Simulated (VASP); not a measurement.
Consider the following.

```yaml
crystal:
  lattice:
    - [6.83595, 0.00000, 0.00000]
    - [0.00000, 3.89980, 0.00000]
    - [0.00000, 0.00000, 8.15085]
  atoms:
    - { symbol: Zr, position: [0.75626, 0.25000, 0.61936] }
    - { symbol: Zr, position: [0.25626, 0.25000, 0.88064] }
    - { symbol: Zr, position: [0.24374, 0.75000, 0.38064] }
    - { symbol: Zr, position: [0.74374, 0.75000, 0.11936] }
    - { symbol: S, position: [0.63913, 0.25000, 0.92443] }
    - { symbol: S, position: [0.13913, 0.25000, 0.57557] }
    - { symbol: S, position: [0.36087, 0.75000, 0.07557] }
    - { symbol: S, position: [0.86087, 0.75000, 0.42443] }
    - { symbol: S, position: [0.52501, 0.25000, 0.34367] }
    - { symbol: S, position: [0.02501, 0.25000, 0.15633] }
    - { symbol: S, position: [0.47499, 0.75000, 0.65633] }
    - { symbol: S, position: [0.97499, 0.75000, 0.84367] }
```

Calculation: r2SCAN meta-GGA, VASP's PBE PAW potentials (set 64) (plane waves; VASP). Numerical set-up: 400 eV cut-off, 4×6×3 Γ-centred mesh, tetrahedra with Blöchl corrections, potentials Zr_sv S.

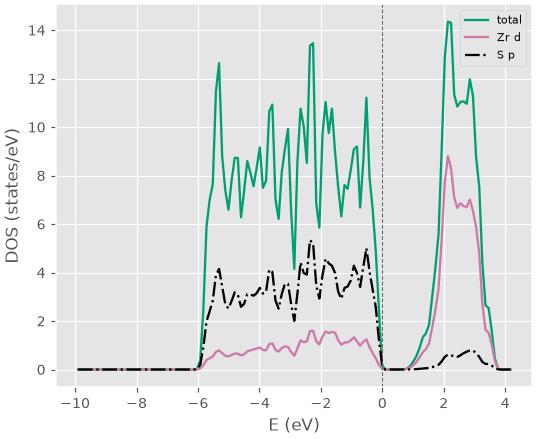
Figure. Total and projected density of states, zero at the valence-band maximum

Within 2 eV below the valence-band maximum the largest weight inside VASP's projection spheres is S p, then Zr d.

The gap is direct, 0.72 eV, from the valence maximum at Γ to the conduction minimum at Γ.

The structure was generated: ZrS2 was put into the cotunnite type (Pnma), which need not be its known phase. It was relaxed first.
